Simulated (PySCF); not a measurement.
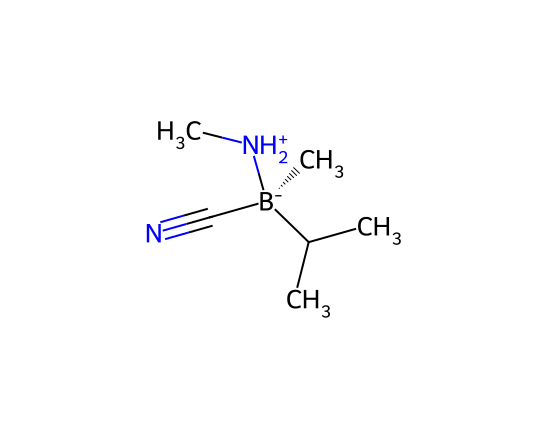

Skeletal drawing of a molecule.

**Give its SMILES.**

C[NH2+][B@-](C)(C#N)C(C)C

**Give the formula, hydrogens included.**

C6H15BN2.

**An optimisation with GFN2-xTB gave a structure of which point group?**

C1.

More results for the same structure follow; atom numbers are the same in all pictures, views and colours differ. The computed structure is the end point of a GFN2-xTB optimisation. No frequency run is at hand to confirm it as a minimum.

Geometry

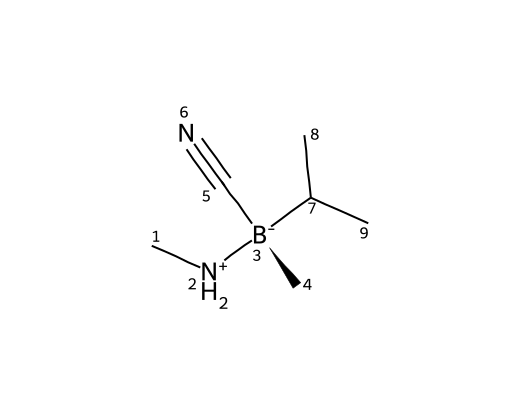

A structural formula, with wedges where it has stereocentres; small numbers name the atoms. The configuration is that of a computed structure (GFN2-xTB).

**Assign CIP descriptors.**

B3: S.

Quadrupole coupling

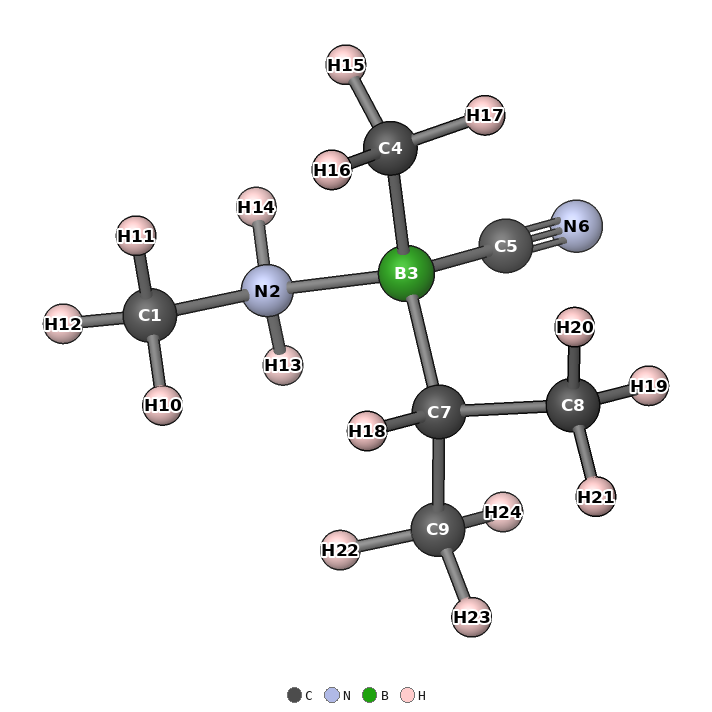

No frequency run is at hand to confirm it as a minimum. Electric field gradients from the ground-state density, PBE0/pcSseg-1 (PySCF 2.14.0), non-relativistic apart from any core potentials.

Give the largest field-gradient component, the quadrupole coupling constant and the asymmetry for 14N at N2 (Q = 20.44 mb), 11B at B3 (Q = 40.59 mb), 14N at N6 (Q = 20.44 mb).

```tsv
atom	V_zz (a.u.)	e²qQ/h (MHz)	η
N2	−0.511	−2.45	0.25
B3	0.236	2.25	0.58
N6	−1.063	−5.11	0.13
```

Dipole moment

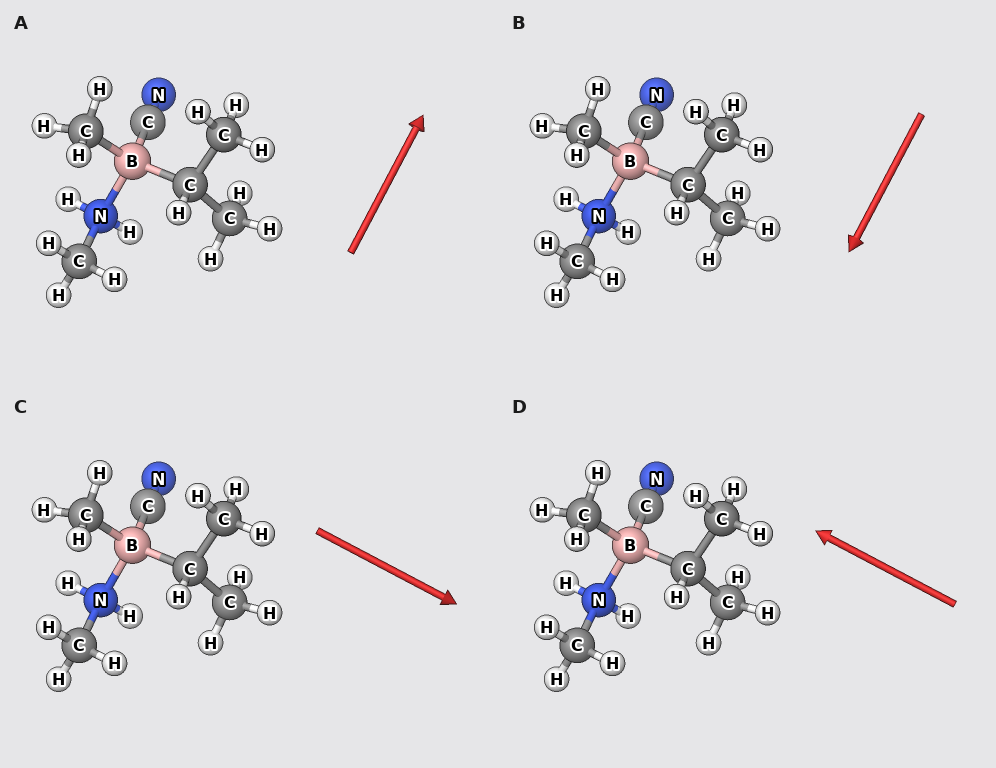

The same molecule four times, each with an arrow. No frequency run is at hand to confirm it as a minimum. Properties computed with PBE0/pcSseg-1, gas phase (PySCF 2.14.0).

**Which arrow points along the dipole moment, from the negative to the positive end?**

B. The dipole moment is 6.95 D.

Charges

The questions are on ESP-fitted charges. No frequency run is at hand to confirm it as a minimum. Level of theory: PBE0/pcSseg-1, gas phase (PySCF 2.14.0).

**Which atom carries the highest charge (most positive or least negative)?**

C7 (0.55 e).

**And the lowest?**

C9 (−0.61 e).

List the ESP-fitted charges.

```csv
atom,value (e)
C1,−0.19
N2,−0.22
B3,0.23
C4,−0.59
C5,0.14
N6,−0.48
C7,0.55
C8,−0.60
C9,−0.61
H10,0.10
H11,0.12
H12,0.10
H13,0.22
H14,0.26
H15,0.11
H16,0.08
H17,0.14
H18,−0.11
H19,0.15
H20,0.11
H21,0.12
H22,0.11
H23,0.13
H24,0.13
```

The geometry is semi-empirical. Around B such bond lengths and angles can be off by a tenth of an ångström or more and by several degrees, and values that hang on the shape move with them.
